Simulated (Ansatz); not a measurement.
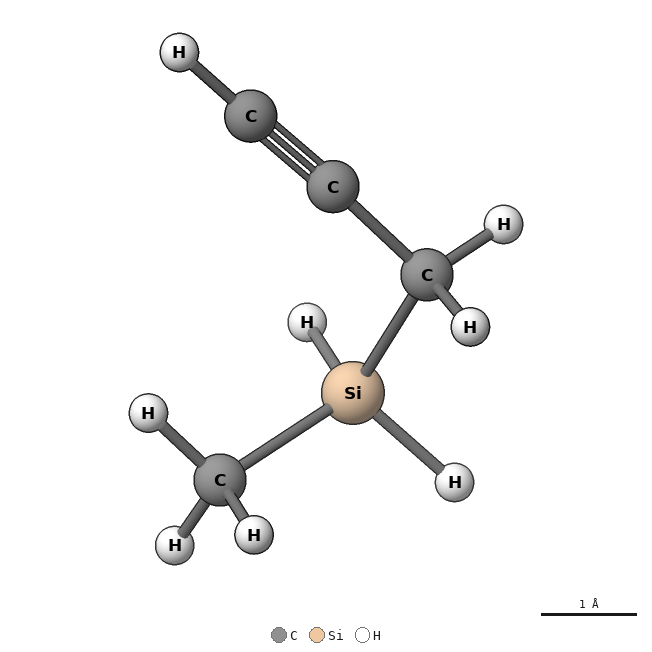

A ball-and-stick model of a molecule. Double and triple bonds are drawn as two and three sticks.

Identify the structure.

It has 13 atoms: 4 carbon, 8 hydrogen and 1 silicon (C₄H₈Si). SMILES: `C#CC[SiH2]C`. It has no ring. Among its groups: alkyne, Si–H bond. This geometry has C1 symmetry. Coordination: 2 C linear; 2 C tetrahedral; 1 Si tetrahedral.

The parts below concern this one geometry. Atoms keep their numbers from picture to picture. The computed structure is the end point of a PBE0-D4/def2-TZVP optimisation. No frequency run is at hand to confirm it as a minimum.

### Shape

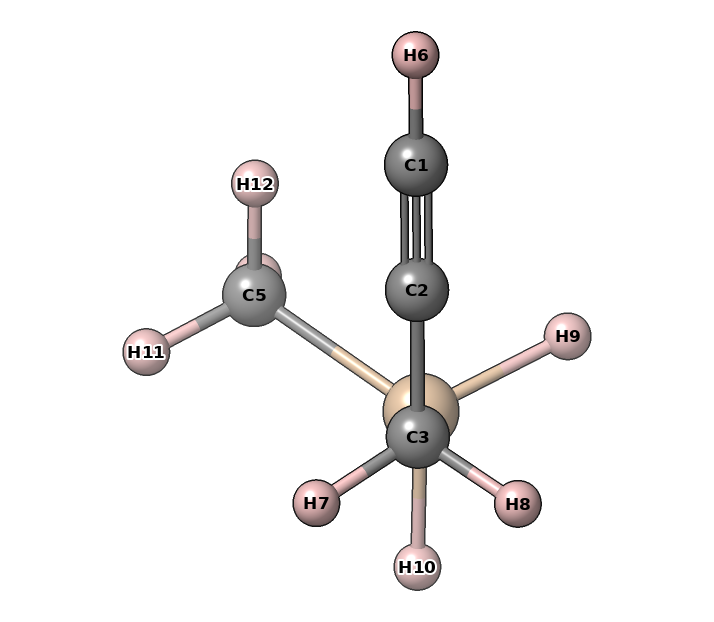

Si4 lies behind C3. The molecule seen nearly along the C3–Si4 bond, C3 in front. Depth is shown by fading: the farther an atom, the more it takes the colour of the background. No frequency run is at hand to confirm it as a minimum.

What is the torsion angle C2–C3–Si4–C5? The sign is positive where the front bond must turn clockwise to cover the back bond.

Answer. −57°, synclinal (gauche). The bonds about C3–Si4 are staggered.

### Levels of theory compared

No frequency run is at hand to confirm it as a minimum. Program: Ansatz 0.2.0.

Compare HOMO–LUMO gap (eV) at these levels: B3LYP-D4/def2-TZVPP; PBE-D4/def2-TZVPP; PBE0-D4/def2-TZVPP; r2SCAN-D4/def2-TZVPP; ωB97M-V/def2-TZVPP; ωB97X-V/def2-TZVPP.

| level | HOMO–LUMO gap (eV) |
| --- | --- |
| B3LYP-D4/def2-TZVPP | 7.72 |
| PBE-D4/def2-TZVPP | 6.14 |
| PBE0-D4/def2-TZVPP | 8.19 |
| r2SCAN-D4/def2-TZVPP | 6.74 |
| ωB97M-V/def2-TZVPP | 11.92 |
| ωB97X-V/def2-TZVPP | 12.44 |

### Dipole moment

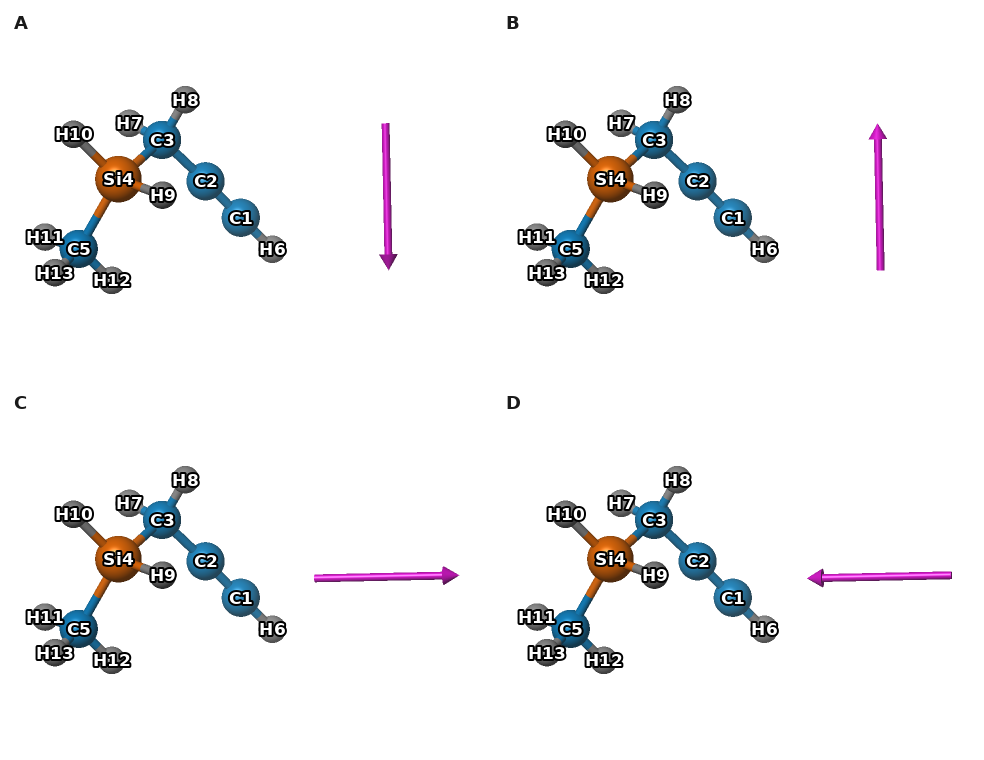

The same molecule four times, each with an arrow. No frequency run is at hand to confirm it as a minimum. Level of theory: RKS PBE-D4/def2-TZVPP (Ansatz 0.2.0).

Which arrow points along the dipole moment, from the negative to the positive end?

Answer. D. The dipole moment is 0.77 D; it points from the side of H6 to the side of H11 (the outermost atoms at the two ends).

### Charges

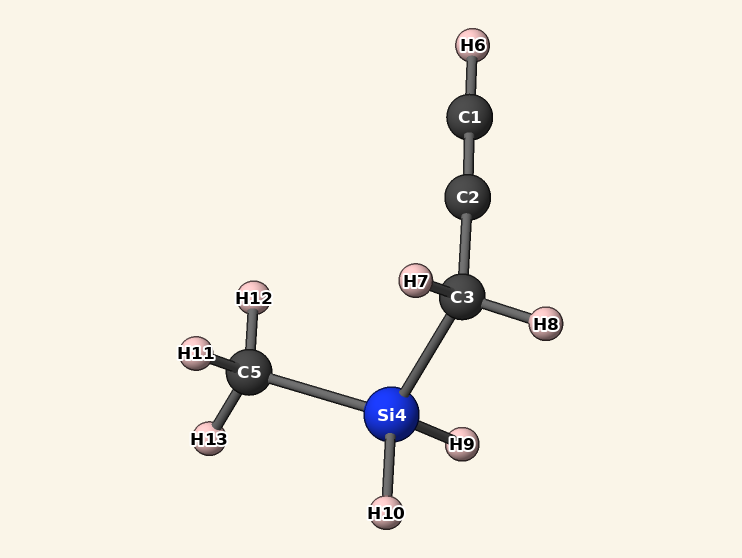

The questions are on Mulliken charges. No frequency run is at hand to confirm it as a minimum. Method: RKS ωB97M-V/def2-TZVPP (Ansatz 0.2.0).

List the Mulliken charges.

```tsv
atom	value (e)
C1	−0.02
C2	−0.29
C3	−0.34
Si4	0.29
C5	−0.44
H6	0.24
H7	0.13
H8	0.13
H9	−0.03
H10	−0.04
H11	0.12
H12	0.13
H13	0.12
```

Mulliken values depend strongly on the basis set and can even reverse the polarity of a bond.
